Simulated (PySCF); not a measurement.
MoI (sextet)

```xyz
2

Mo    0.0000    0.0000   -1.4908
I     0.0000    0.0000    1.1502
```

Core potentials replace the inner electrons of Mo and I.

The calculation used PySCF 2.14.0, PBE0/def2-TZVPP, non-relativistic Hamiltonian with scalar-relativistic core potentials where named, at a bond length of 2.641 Å.

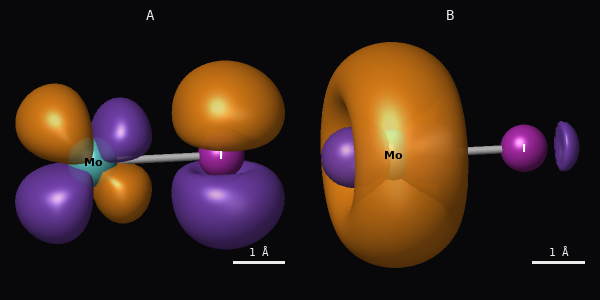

Figure 1. Two frontier α-spin orbitals, each drawn at the value that holds 80 % of its norm (orange and purple are the two phases), in no order; of a degenerate pair one member is drawn.

Q: Label each orbital by symmetry, say whether it is occupied, and order them by energy.

A: Orbital B: σ, occupied in this spin, −6.24 eV; mainly on Mo (95 %).
Orbital A: π, occupied in this spin, −6.03 eV; antibonding, with a node between the atoms.

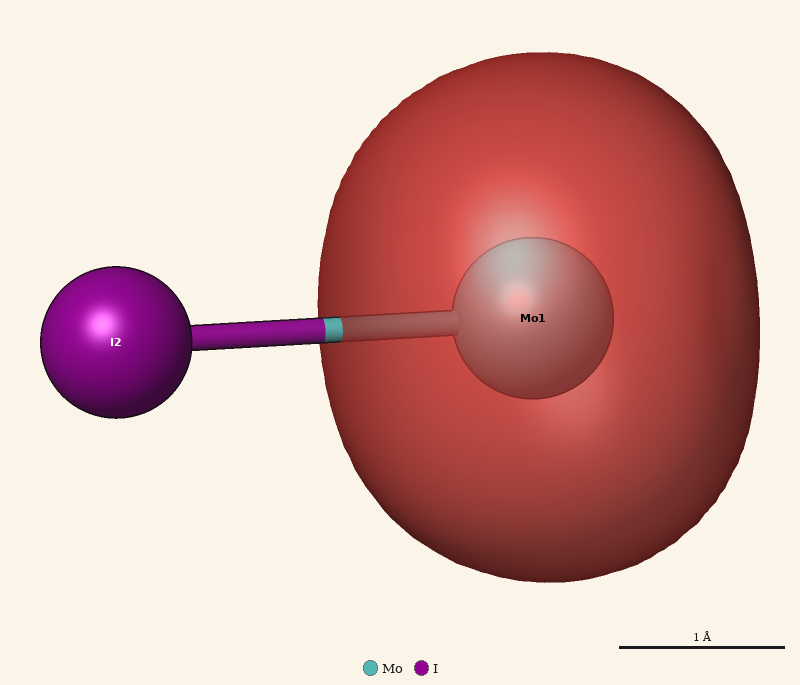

Figure 2. Isosurfaces of the spin density at +0.06 (red) and −0.06 e/Å³ (blue), seen from one side.

Q: Describe the spin distribution.

A: The unpaired spin (5 electrons) lies mostly on Mo1 (about 4.9) and I2 (about 0.1), in electrons by Hirshfeld's partition.

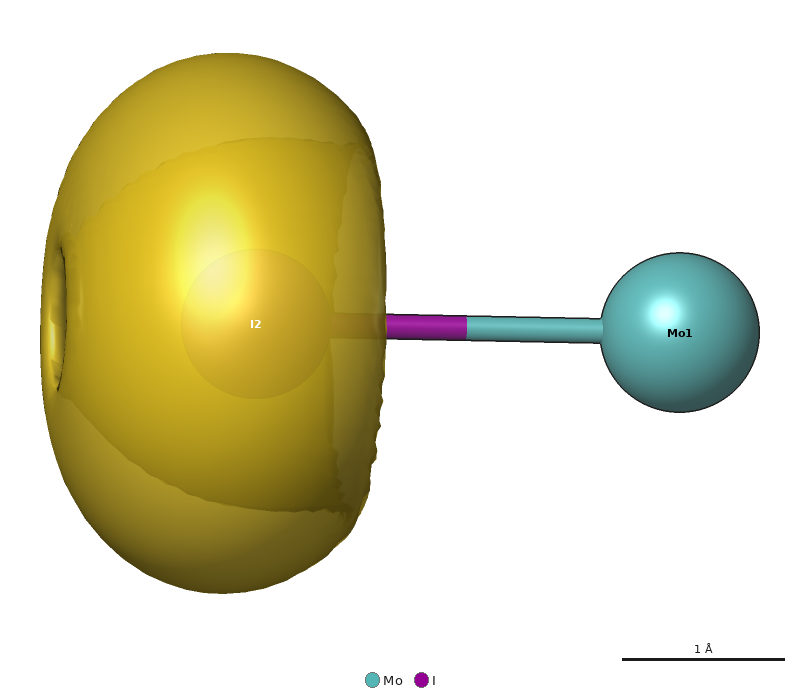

Figure 3. Isosurface of the ELF at 0.75 (yellow), seen from one side. Only the valence region is drawn (cores and ρ < 0.01 e/Å³ removed).

Q: Describe the localisation domains.

A: The ELF exceeds this value in one ring or bowl of non-bonding electrons around I. Profiles from the grid: Mo–I (2.64 Å): the ELF peaks at about 0.65 in the valence shell of I, 1.2 Å from its nucleus, and is about 0.55 at the midpoint.

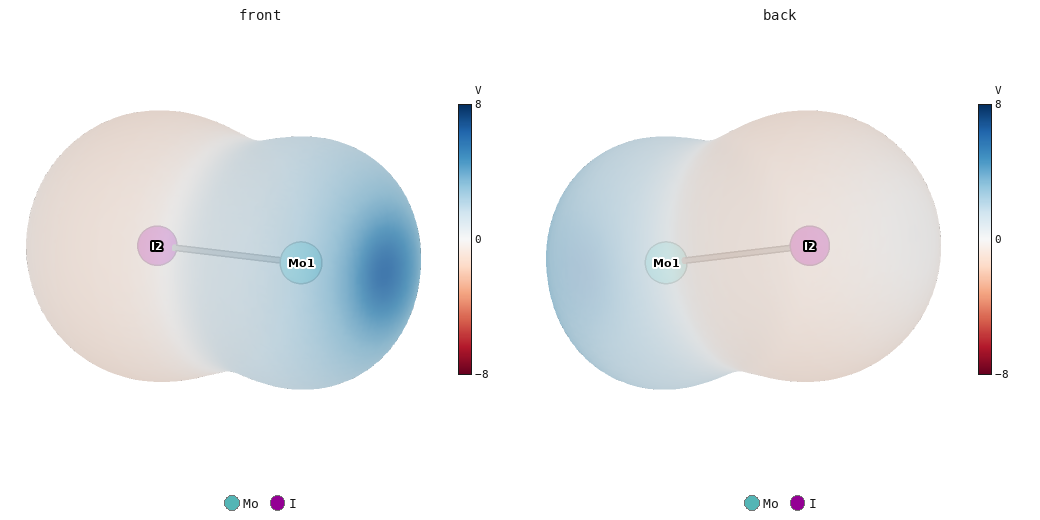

Figure 4. The electrostatic potential painted on the density surface at 0.004 e/bohr³, seen from the front and from behind; the colour scale runs from red (negative) to blue (positive).

Q: Describe the electrostatic potential map.

A: The most negative region (about −0.8 V) lies over I2, the most positive (about +5.9 V) over Mo1.
